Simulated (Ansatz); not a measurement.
A series of calculations on C2H2ClSi

## 1. Relaxation

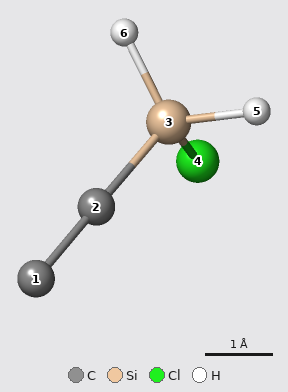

This is the input geometry for a relaxation of C2H2ClSi (multiplicity 2) (coarse preliminary run). A ball-and-stick model, seen from a free direction.

Method: Ansatz 0.2.0, UKS PBE-D4/def2-SVP.

Input
```yaml
crystal:
  periodic: [false, false, false]
  atoms:
    - {symbol: C, position_ang: [1.003300, -2.391500, 1.302200]}
    - {symbol: C, position_ang: [0.460700, -1.052400, 0.601200]}
    - {symbol: Si, position_ang: [-0.141800, 0.528700, -0.233000]}
    - {symbol: Cl, position_ang: [-1.757300, 0.199800, -1.284200]}
    - {symbol: H, position_ang: [0.895800, 1.043200, -1.202800]}
    - {symbol: H, position_ang: [-0.418700, 1.608200, 0.770400]}
basis:
  gaussian: {orbitals: def2-SVP}
magnetization: {spin_polarized: true, initial_magnetization: 1}
hamiltonian: {xc: pbe, dispersion: d4}
relax: {f_tol: 0.03, max_steps: 250}
```

Question: Where does the relaxation end?

Answer: The atom that moves furthest after the best rigid fit is C1 (0.37 Å). By element the largest moves are C 0.37 Å, H 0.15 Å, Cl 0.11 Å, Si 0.07 Å. Some distances before and after: C1–C2 1.606 → 1.239 Å, Si3–Cl4 1.955 → 2.076 Å, C2–Si3 1.886 → 1.837 Å, Si3–H5 1.511 → 1.497 Å. Among the angles between lasting bonds that change: C1–C2–Si3 178.9° → 171.5°, H5–Si3–H6 108.1° → 111.6°, C2–Si3–H6 111.5° → 108.6°. The optimiser took 7 steps. The run took roughly 90 core-seconds on a shared host.

Final geometry:

```xyz
6

C     0.9149   -2.0965    1.1017
C     0.4381   -1.0427    0.6574
Si   -0.0898    0.4917   -0.2029
Cl   -1.8195    0.1111   -1.2860
H     0.9867    0.9347   -1.1435
H    -0.3885    1.5377    0.8271
```

The end point in the same view:

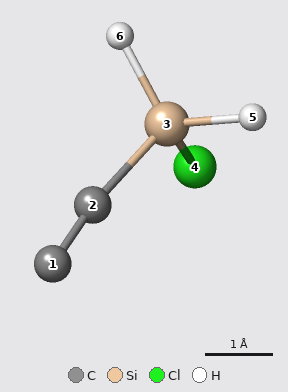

## 2. Relaxation

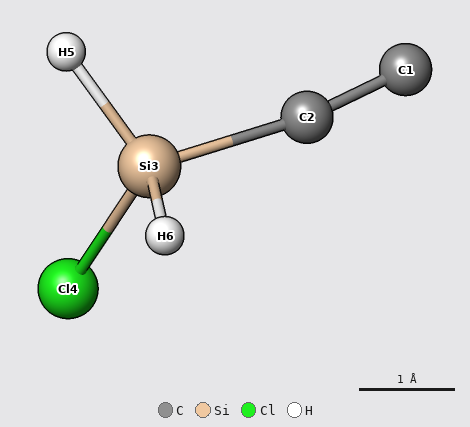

Starting structure of C$_{2}$H$_{2}$ClSi (multiplicity 2). A ball-and-stick model, seen from a free direction.

All numbers below come from UKS PBE0-D4/def2-TZVP (Ansatz).

The input:
```yaml
crystal:
  periodic: [false, false, false]
  atoms:
    - {symbol: C, position_ang: [0.916214, -2.097928, 1.097914]}
    - {symbol: C, position_ang: [0.438824, -1.043632, 0.655522]}
    - {symbol: Si, position_ang: [-0.090018, 0.491950, -0.202092]}
    - {symbol: Cl, position_ang: [-1.820566, 0.112682, -1.284225]}
    - {symbol: H, position_ang: [0.985569, 0.936502, -1.142973]}
    - {symbol: H, position_ang: [-0.388024, 1.536426, 0.829654]}
basis:
  gaussian: {orbitals: def2-TZVP}
magnetization: {spin_polarized: true, initial_magnetization: 1}
hamiltonian: {xc: pbe0, dispersion: d4}
relax: {f_tol: 0.005, max_steps: 200}
```

Predict the outcome.

Answer. The atom that moves furthest after the best rigid fit is C1 (0.073 Å). Largest moves by element: C 0.073 Å, H 0.043 Å, Cl 0.032 Å, Si 0.009 Å. Some distances before and after: Si3–Cl4 2.076 → 2.045 Å, C1–C2 1.239 → 1.212 Å, Si3–H5 1.497 → 1.477 Å, C2–Si3 1.837 → 1.820 Å. Bond angles that change, for instance: C1–C2–Si3 171.5° → 178.6°. The energy falls by 0.057 eV in 5 accepted moves (6 points after the start). The largest force component goes from 2 to 0.00065 eV/Å. The line search rejected the trial step at point 5 of the run. The run took of the order of 2.6 core-minutes on a shared host.

The structure at the end:

```xyz
6

C     0.8686   -2.0593    1.1381
C     0.4731   -1.0509    0.5949
Si   -0.0848    0.4854   -0.2059
Cl   -1.7954    0.1152   -1.2640
H     0.9594    0.9511   -1.1414
H    -0.3789    1.4945    0.8321
```

After the run, drawn alike:

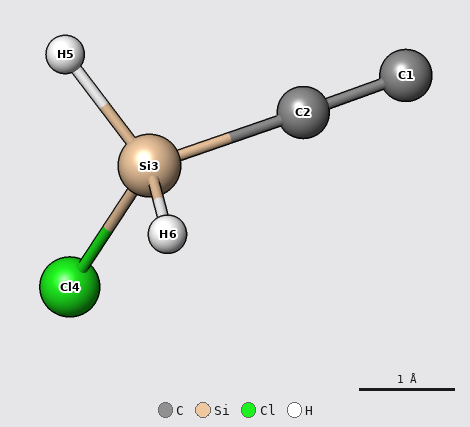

## 3. A change

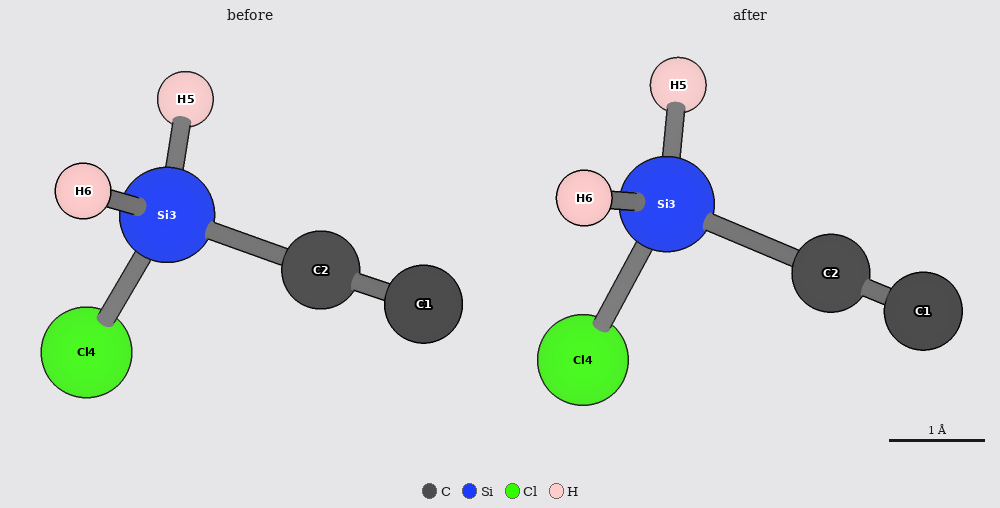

Left: C2H2ClSi (multiplicity 2). Right: the same structure after one change, at the same scale. Style: ball-and-stick. Shown at a tilt.

Level of theory: UKS PBE-D4/def2-TZVPP (Ansatz 0.2.0). 

### Which change leads from the left to the right?

All atoms are moved at random (σ = 0.12 Å) from the PBE0-D4/def2-TZVP minimum.

### What does the change do?

The energy rises by 33.9 kcal/mol. The largest force is 20 eV/Å, on C2. The forces point partly back along the displacements (cosine −0.36). At other levels of theory the same distortion costs 33.5 kcal/mol (UKS r2SCAN-D4/def2-TZVPP), 32.6 kcal/mol (UKS PBE0-D4/def2-TZVPP), 31.7 kcal/mol (UKS wB97M-V/def2-TZVPP), 35.3 kcal/mol (UHF-CCSD(T), frozen core/def2-TZVPP). Near-neighbour distances before and after: C2–Si3 1.820 → 2.007 Å, Si3–Cl4 2.045 → 2.180 Å, C1–C2 1.212 → 1.096 Å, Si3–H5 1.477 → 1.536 Å. Bond angles that change, for instance: Cl4–Si3–H6 108.7° → 101.4°, C2–Si3–H5 109.2° → 115.6°.

## 4. Distortion

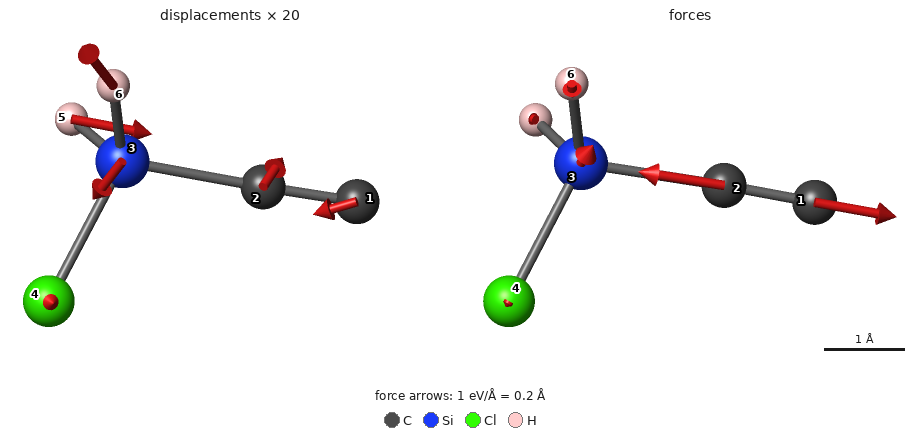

Left: C2H2ClSi (multiplicity 2), with red arrows for the displacements applied to it. Right: the displaced structure with the computed forces. A ball-and-stick model, seen at a tilt.

The calculation used Ansatz 0.2.0, UHF-CCSD(T), frozen core/def2-TZVPP. 

> Where do the forces point?

All atoms are moved at random (σ = 0.04 Å) from the PBE0-D4/def2-TZVP minimum. It costs 4.92 kcal/mol. The largest force is 5.6 eV/Å, on C2. The forces point partly back along the displacements (cosine −0.47). At other levels of theory the same distortion costs 4.70 kcal/mol (UKS PBE-D4/def2-TZVPP), 4.25 kcal/mol (UKS r2SCAN-D4/def2-TZVPP), 3.85 kcal/mol (UKS PBE0-D4/def2-TZVPP), 3.81 kcal/mol (UKS wB97M-V/def2-TZVPP). Some distances before and after: Si3–H6 1.477 → 1.565 Å, C1–C2 1.212 → 1.174 Å, Si3–H5 1.477 → 1.442 Å, C2–Si3 1.820 → 1.843 Å. Among the angles between lasting bonds that change: Cl4–Si3–H5 108.7° → 111.9°, C2–Si3–H5 109.2° → 106.7°.

## 5. Distortion

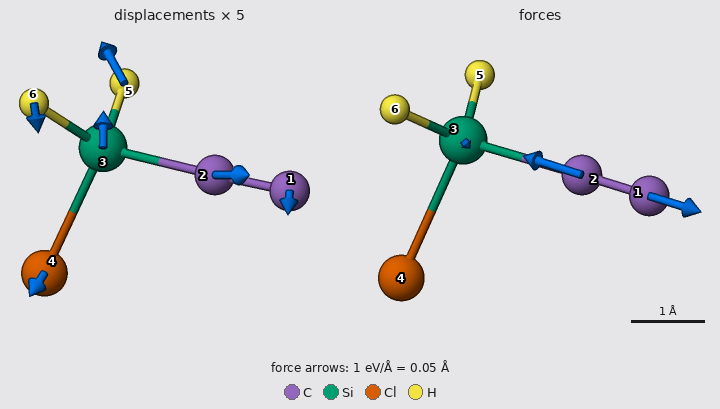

Left: C2H2ClSi (multiplicity 2), with blue arrows for the displacements applied to it. Right: the displaced structure with the computed forces. A ball-and-stick model, seen at a tilt.

All numbers below come from UKS PBE-D4/def2-TZVPP (Ansatz). 

### How do the forces relate to the distortion?

All atoms are moved at random (σ = 0.12 Å) from the PBE0-D4/def2-TZVP minimum. It costs 33.9 kcal/mol. The largest force is 20 eV/Å, on C2. The forces point partly back along the displacements (cosine −0.36). At other levels of theory the same distortion costs 33.5 kcal/mol (UKS r2SCAN-D4/def2-TZVPP), 32.6 kcal/mol (UKS PBE0-D4/def2-TZVPP), 31.7 kcal/mol (UKS wB97M-V/def2-TZVPP), 35.3 kcal/mol (UHF-CCSD(T), frozen core/def2-TZVPP). Near-neighbour distances before and after: C2–Si3 1.820 → 2.007 Å, Si3–Cl4 2.045 → 2.180 Å, C1–C2 1.212 → 1.096 Å, Si3–H5 1.477 → 1.536 Å. Among the angles between lasting bonds that change: Cl4–Si3–H6 108.7° → 101.4°, C2–Si3–H5 109.2° → 115.6°.
